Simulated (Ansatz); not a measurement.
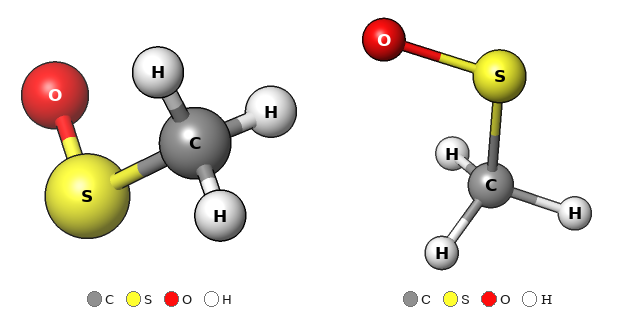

Two views of one molecule.

State: neutral, doublet. Computed geometry: PBE0-D4/def2-TZVP optimisation. No frequency run is at hand to confirm it as a minimum.

> Count the atoms of each element.

CH₃OS, 6 atoms: 1 carbon, 3 hydrogen, 1 oxygen and 1 sulfur.

> How many bonds of each kind are drawn?

3 C–H, 1 C–S, 1 O–S.

More results for the same structure follow; atom numbers are the same in all pictures, views and colours differ.

**Geometry**

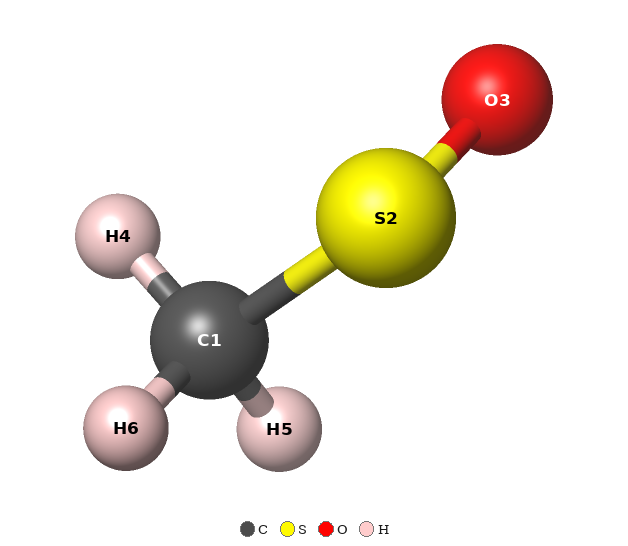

Atoms carry their numbers in the input. No frequency run is at hand to confirm it as a minimum.

Estimate the angles S2–C1–H4, S2–C1–H6, H4–C1–H5, H4–C1–H6, C1–S2–O3.

```tsv
angle	degrees
S2–C1–H4	109.4
S2–C1–H6	107.9
H4–C1–H5	109.9
H4–C1–H6	110.1
C1–S2–O3	106.4
```

**Dipole moment**

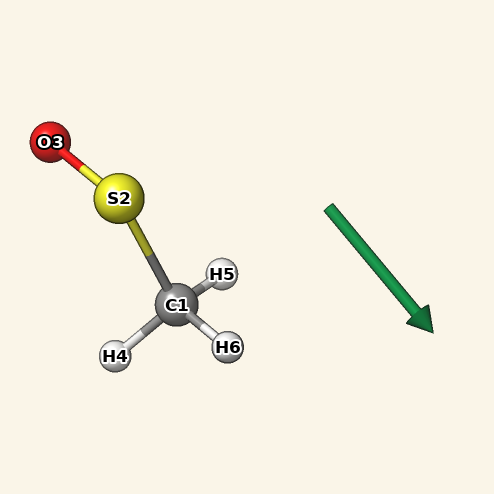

The arrow beside the molecule shows the direction of the dipole moment, from the negative to the positive end (its length means nothing). No frequency run is at hand to confirm it as a minimum. Properties computed with UKS PBE0-D4/def2-TZVP (Ansatz 0.2.0).

> Estimate the dipole moment.

3.03 D; it points from the side of O3 to the side of H6 (the outermost atoms at the two ends).

**Electronic properties**

No frequency run is at hand to confirm it as a minimum. Properties computed with UKS PBE0-D4/def2-TZVPP (Ansatz 0.2.0).

> What is the HOMO energy (Kohn–Sham orbital)?

−6.72 eV.

> Estimate the ⟨S²⟩ of the determinant.

0.757.

**Charges**

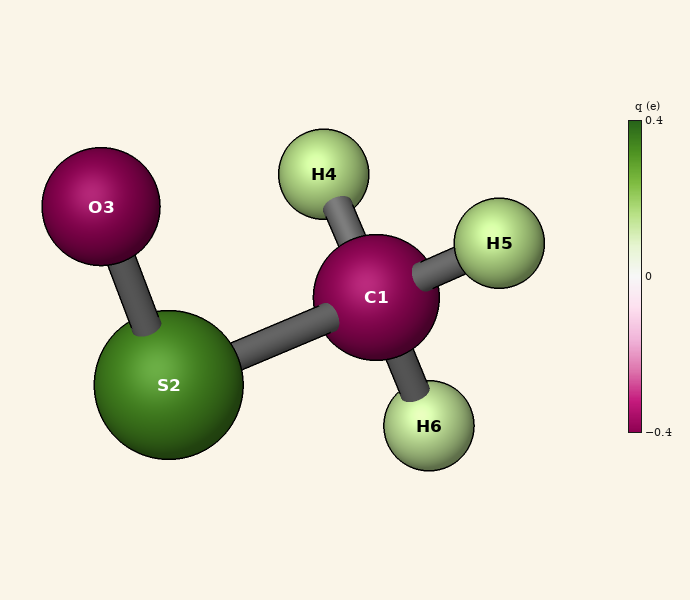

Atoms are coloured by their Mulliken charges. No frequency run is at hand to confirm it as a minimum. Properties computed with UKS PBE0-D4/def2-TZVP (Ansatz 0.2.0).

> Which atom carries the highest charge (most positive or least negative)?

S2 (0.33 e).

> And the lowest?

O3 (−0.40 e).

Give the Mulliken charges atom by atom.

| atom | value (e) |
| --- | --- |
| C1 | −0.39 |
| S2 | 0.33 |
| O3 | −0.40 |
| H4 | 0.16 |
| H5 | 0.16 |
| H6 | 0.14 |

Mulliken values depend strongly on the basis set and can even reverse the polarity of a bond.
